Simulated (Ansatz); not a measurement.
## Electronic structure of Al2BCl3H4O5 in real space

Input file:

```
crystal:
  periodic: [false, false, false]
  atoms:
    - {symbol: B, position_ang: [-1.750551, 1.299276, 0.378810]}
    - {symbol: Cl, position_ang: [-0.850798, -0.985020, 1.689192]}
    - {symbol: Cl, position_ang: [-1.652697, 0.962549, -1.359974]}
    - {symbol: Cl, position_ang: [-3.230356, 1.506550, 1.210248]}
    - {symbol: H, position_ang: [-0.316929, 0.997701, 1.603700]}
    - {symbol: O, position_ang: [-0.489266, 1.678985, 0.884086]}
    - {symbol: Al, position_ang: [0.706337, 1.344140, -0.561510]}
    - {symbol: O, position_ang: [1.101571, 2.824719, -1.235821]}
    - {symbol: O, position_ang: [1.388166, -0.126592, -0.304964]}
    - {symbol: Al, position_ang: [0.647320, -1.671946, 0.026017]}
    - {symbol: O, position_ang: [1.590850, -2.926258, 0.691647]}
    - {symbol: O, position_ang: [-0.350088, -2.077745, -1.314301]}
    - {symbol: H, position_ang: [1.831072, 2.990429, -1.828717]}
    - {symbol: H, position_ang: [2.050288, -2.844843, 1.523896]}
    - {symbol: H, position_ang: [-0.674919, -2.972046, -1.402209]}
basis:
  gaussian: {orbitals: def2-TZVPP}
hamiltonian: {xc: pbe0, dispersion: d4}
output: {orbitals: {seedname: orbitals}}
```

Launched as:

```sh
ansatz run in.yaml --threads 4 --pin off --events-out ev --progress --plain --max-ram 66560MiB --backend cuda --devices 0, --max-vram 37GiB
```

A transition-state structure; geometry: PBE0-D4/def2-TZVP.

All numbers below come from Ansatz, RKS PBE0-D4/def2-TZVPP.

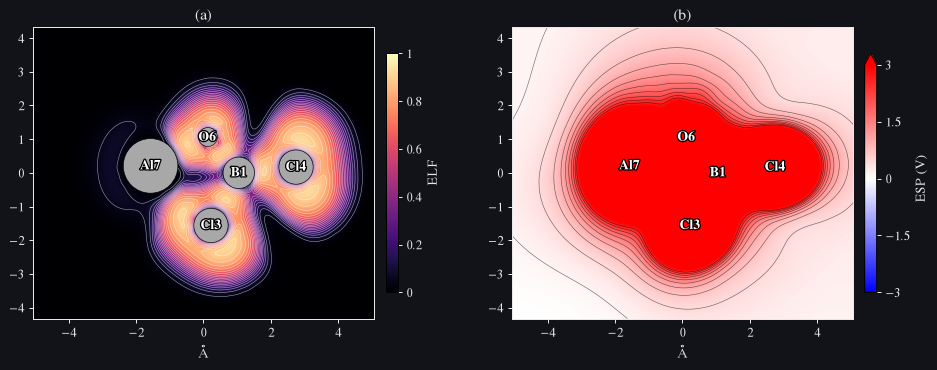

Figure 1. (a) electron localisation function; (b) molecular electrostatic potential on the plane of atoms Cl3, Al7 and O6. Grey discs cover the atomic cores in the ELF map.

**Read the bonding off the picture.**

- Atoms in the plane: B, Cl, O and Al.
- B–O (1.41 Å): the ELF peaks at about 0.90 between the atoms, as expected for a shared but strongly polarised pair.
- B–Cl (1.71 Å): the ELF peaks at about 0.90 between the atoms; a polar covalent bond.
- The ELF also peaks beside Cl3 and Cl4, away from the bonds: lone-pair regions.
- The potential has no marked negative region in this plane.

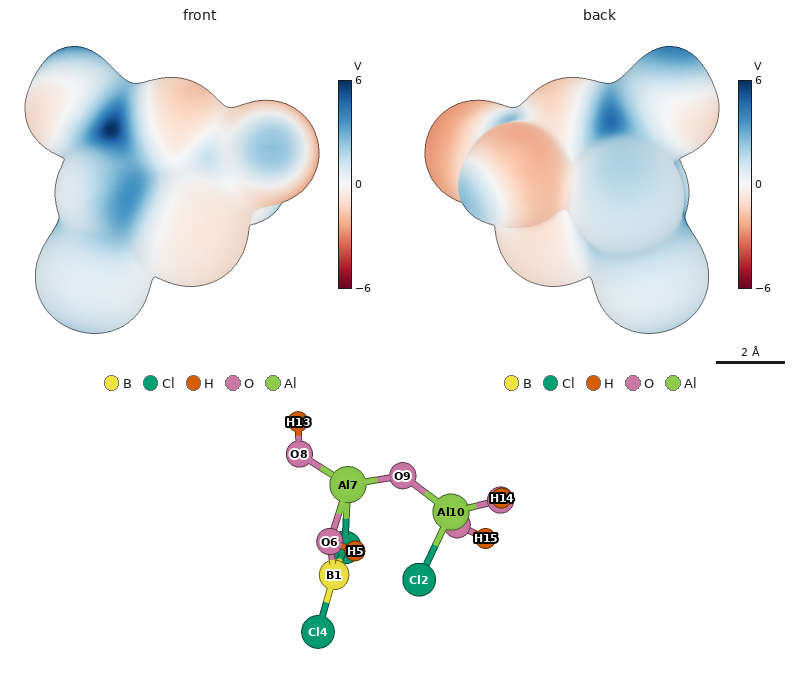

Figure 2. The molecular electrostatic potential painted on the density surface at 0.004 e/bohr³, seen from the front and from behind; the colour scale runs from red (negative) to blue (positive). The bare structure is drawn below in the same view.

**Where is the surface potential most negative and most positive?**

The most negative region (about −2.5 V, or −58 kcal/mol for a unit charge) lies over O11, the most positive (about +5.1 V, or +118 kcal/mol for a unit charge) over Al7. Cl4 shows a σ-hole: about +1.6 V, or +37 kcal/mol for a unit charge at the tip opposite its bond, against about +0.7 V, or +16 kcal/mol for a unit charge on its flanks. O11 is the likeliest acceptor of a hydrogen bond.

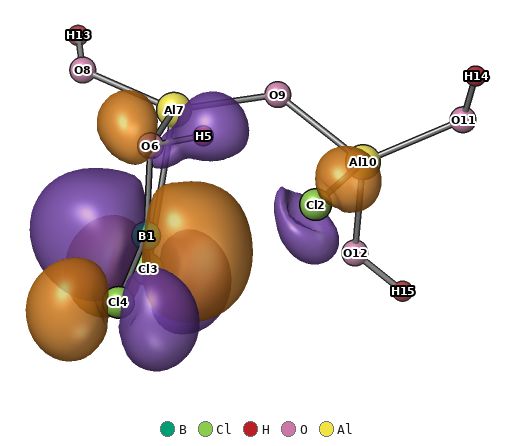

Figure 3. One frontier orbital at ±0.1 Å⁻³ᐟ² (orange and purple are the two phases), seen at an oblique angle.

**Which orbital is it: HOMO or LUMO?**

The LUMO, at −2.21 eV. Its weight (Hirshfeld) is mainly on B1 (about 45 %), Cl4 (about 20 %), Cl3 (about 15 %), O6 (about 10 %) and Cl2 (about 5 %).
